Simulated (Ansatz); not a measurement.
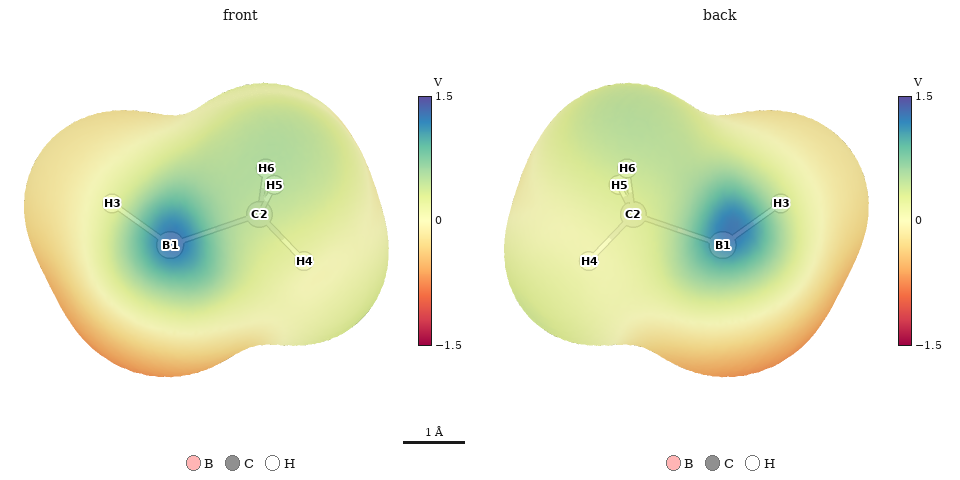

Figure 1: CH4B (doublet). The molecular electrostatic potential painted on the density surface at 0.001 e/bohr³, seen from the front and from behind; red is negative and blue positive.

Theory: Ansatz 0.2.0, UHF/6-31G*.

```csv
atom,x (Å),y (Å),z (Å)
B,0.2883,-1.1014,0.1741
C,-0.2768,0.3061,-0.2194
H,1.1930,-1.2998,0.9217
H,-1.1526,0.2826,-0.8580
H,0.5044,0.8645,-0.7384
H,-0.5141,0.8840,0.6739
```

Q: Where is the surface potential most negative and most positive?

A: The most negative region (about −0.7 V) lies over H3, the most positive (about +1.2 V) over B1.
